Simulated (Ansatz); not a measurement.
# H2O3 (trioxidane) at 4 levels

Wanted: a comparison of 4 runs (B3LYP/6-31G*, BHLYP/cc-pVTZ, PBE0/cc-pVTZ, CCSD/cc-pVTZ) of H2O3 (trioxidane). 

The calculation is run with Ansatz 0.2.0.

27 further runs of the same task are left out: 27 set aside as unsound or not needed.

**1. The system as given**

H2O3 has 5 atoms, charge 0, and is taken as a singlet. As SMILES, `OOO`. The O3–H5 distance was set to 1.743 Å, away from the relaxed value. At this shape a bond of the SMILES string is far longer than usual.

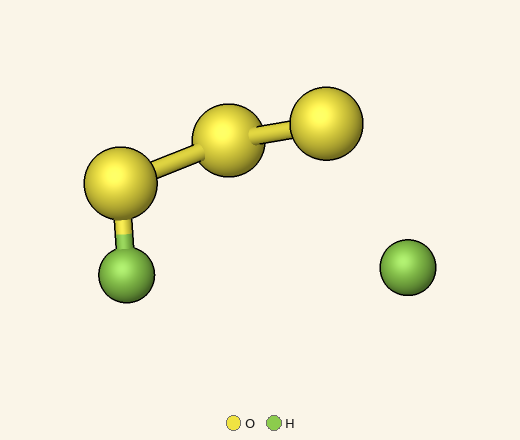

The structure, seen from a chosen angle (oxygen yellow, hydrogen green).

**2. The energy at B3LYP/6-31G(d) (Cartesian functions) (run 1)**

in.yaml

```yaml
crystal:
  periodic: [false, false, false]
  atoms:
    - {symbol: O, position_ang: [-1.021274, -1.379236, 0.222740]}
    - {symbol: O, position_ang: [-0.186604, -0.722846, 1.139110]}
    - {symbol: O, position_ang: [1.120136, -0.746116, 0.629950]}
    - {symbol: H, position_ang: [-1.363364, -0.651066, -0.316320]}
    - {symbol: H, position_ang: [1.239280, 0.782200, -0.199990]}
basis:
  gaussian: {orbitals: "6-31G*"}
hamiltonian: {xc: {name: B3LYP}}
accuracy: high
output: {orbitals: {seedname: orbitals}}
```

Command:

```sh
$ ansatz run in.yaml --threads 1 --pin off --max-ram 3480MiB --events-out events.jsonl --progress --plain --runs-dir runs
```

Standard output:

```text
Warning: RAYON_NUM_THREADS=1 ignored (pool sized by the plan → 1); use --threads N
Functional definition: B3LYP
  name "B3LYP"
  parameter a0 = 0.2
  parameter ax = 0.72
  parameter ac = 0.81
  exchange = (1 - a0 - ax)*slater_x + ax*b88_x + a0*exact_x
  correlation = (1 - ac)*vwn_rpa_c + ac*lyp_c
976 factors; integrals over basis functions are off by at most 2.8e-9 eV
mean field evaluation 1: about -6160.3733 eV, gradient 4.4e1 eV
mean field evaluation 2: about -6146.6001 eV, gradient 8.5e1 eV
mean field evaluation 4: about -6164.8356 eV, gradient 8.2e0 eV
mean field evaluation 8: about -6164.9534 eV, gradient 2.5e-1 eV
mean field evaluation 16: about -6164.9491 eV, gradient 5.3e-5 eV
mean field -6164.94913378 eV, -226.5577019137 hartree, gradient 5.4e-8 eV, S^2 0.000000; 0 other end points of the search recorded, 0 dependent functions left out
reference -6164.94915859 eV, -226.5577028255 hartree; 13, 13 occupied and 36, 36 virtual orbitals, 976 factors
Total energy: -6164.94915859 eV, -226.5577028255 hartree
```

Wall time 1.9 s (1 thread of Arm Neoverse V1, shared host); peak memory 0.12 GiB.

**3. A single-point energy at BHLYP/cc-pVTZ (run 2)**

run.yaml

```yaml
crystal:
  periodic: [false, false, false]
  atoms:
    - symbol: O
      position_ang: [-1.021274, -1.379236, 0.222740]
    - symbol: O
      position_ang: [-0.186604, -0.722846, 1.139110]
    - symbol: O
      position_ang: [1.120136, -0.746116, 0.629950]
    - symbol: H
      position_ang: [-1.363364, -0.651066, -0.316320]
    - symbol: H
      position_ang: [1.239280, 0.782200, -0.199990]
basis:
  gaussian:
    orbitals: cc-pVTZ
hamiltonian:
  xc: {name: BHLYP}
accuracy: high
output:
  orbitals: {seedname: orbitals}
```

Command:

```sh
$ ansatz run run.yaml --threads 1 --pin off --max-ram 3480MiB --events-out events.jsonl --progress --plain --runs-dir runs
```

Standard output:

```text
Warning: RAYON_NUM_THREADS=1 ignored (pool sized by the plan → 1); use --threads N
Functional definition: BHLYP
  name "BHLYP"
  parameter a = 0.5
  exchange = (1 - a)*b88_x + a*exact_x
  correlation = lyp_c
2082 factors; integrals over basis functions are off by at most 3.1e-9 eV
mean field evaluation 1: about -6160.0790 eV, gradient 4.0e1 eV
mean field evaluation 2: about -6155.6644 eV, gradient 6.4e1 eV
mean field evaluation 4: about -6163.5217 eV, gradient 5.3e0 eV
mean field evaluation 8: about -6163.5727 eV, gradient 1.6e-1 eV
mean field evaluation 16: about -6163.5728 eV, gradient 1.2e-4 eV
mean field -6163.57276755 eV, -226.5071213877 hartree, gradient 4.5e-8 eV, S^2 0.000000; 0 other end points of the search recorded, 0 dependent functions left out
reference -6163.57278921 eV, -226.5071221839 hartree; 13, 13 occupied and 105, 105 virtual orbitals, 2082 factors
Total energy: -6163.57278921 eV, -226.5071221839 hartree
```

Run time: 6.3 s. Hardware: 1 thread of Arm Neoverse V1, shared host; peak memory 0.32 GiB.

Run 3 isn't shown in full; the table further down has it.

**4. The energy at CCSD/cc-pVTZ (run 4)**

input.yaml

```yaml
crystal:
  periodic: [false, false, false]
  atoms:
    - {symbol: O, position_ang: [-1.021274, -1.379236, 0.222740]}
    - {symbol: O, position_ang: [-0.186604, -0.722846, 1.139110]}
    - {symbol: O, position_ang: [1.120136, -0.746116, 0.629950]}
    - {symbol: H, position_ang: [-1.363364, -0.651066, -0.316320]}
    - {symbol: H, position_ang: [1.239280, 0.782200, -0.199990]}
basis:
  gaussian:
    orbitals: cc-pVTZ
correlation:
  method: ccsd
  frozen_orbitals: {H: 0, O: 1}
accuracy: high
scf:
  omitted_lower_state_checks: [cluster_reference, increment]
```

Command:

```sh
$ ansatz run input.yaml --threads 1 --pin off --max-ram 3480MiB --events-out events.jsonl --progress --plain --runs-dir runs
```

Standard output (excerpt; [...] marks lines left out):

```text
Warning: RAYON_NUM_THREADS=1 ignored (pool sized by the plan → 1); use --threads N
Functional definition: HF
  name "HF"
[...]
2082 factors; integrals over basis functions are off by at most 3.1e-9 eV
[...]
mean field -6135.08340814 eV, -225.4601567403 hartree, gradient 1.7e-8 eV, S^2 0.000000; 0 other end points of the search recorded, 0 dependent functions left out; unrestricted orbitals would lower it
3 core orbitals not correlated: weight in the atoms' cores, before any rotation towards them, 1.000 or more for the frozen orbitals, at most 0.000 for the correlated occupied ones
reference -6135.08340814 eV, -225.4601567403 hartree; 10, 10 occupied and 105, 105 virtual orbitals, 2082 factors
second order -21.14689069 eV of doubles, -0.00000000 eV of singles
cycle   1  -20.30436962 eV  change    8.4e-1 eV  update   1.4e-1
[...]
cycle  30  -21.38472025 eV  change   6.6e-10 eV  update   1.2e-9
Total energy: -6156.46812839 eV, -226.2460307143 hartree
Checks for a lower state left out: cluster_reference, increment
```

Run time: 41 s. Hardware: 1 thread of Arm Neoverse V1, shared host; peak memory 1.1 GiB.

**5. Overview of the runs**

| run | level | Cartesian functions | frozen core orbitals | energy (Eh) | HOMO energy (eV) | LUMO energy (eV) | HOMO–LUMO gap (eV) | wall time |
| --- | --- | --- | --- | --- | --- | --- | --- | --- |
| 1 | B3LYP/6-31G* (Cartesian functions) | yes | – | -226.557703 | -7.89 | -3.76 | 4.14 | 1.9 s |
| 2 | BHLYP/cc-pVTZ | no | – | -226.507122 | -9.66 | -2.90 | 6.76 | 6.3 s |
| 3 | PBE0/cc-pVTZ | no | – | -226.412251 | -8.25 | -3.74 | 4.51 | 6 s |
| 4 | CCSD/cc-pVTZ | no | 3 | -226.246031 | – | – | – | 41 s |

**6. What came out**

```
                                          quantity          value
                               run 4: total energy  -226.24603 Eh
run 4: correlation energy (3 core orbitals frozen)     -785.9 mEh
                              run 4: T1 diagnostic          0.024
```

**Reading.** Over runs 1, 2, 3 the HOMO–LUMO gap runs from 4.14 eV (B3LYP/6-31G*) to 6.76 eV (BHLYP/cc-pVTZ). The two ends differ in method and basis. Totals of different functionals can't be ranked against each other. In run 4 the log says that unrestricted orbitals would lower the reference, so the values rest on an unstable closed-shell determinant (other closed-shell runs at this shape may share the fault). In runs 1, 2, 3, 4 a closed-shell determinant meets a far-stretched bond, which it describes badly. All runs together took 55 s, the longest 41 s.
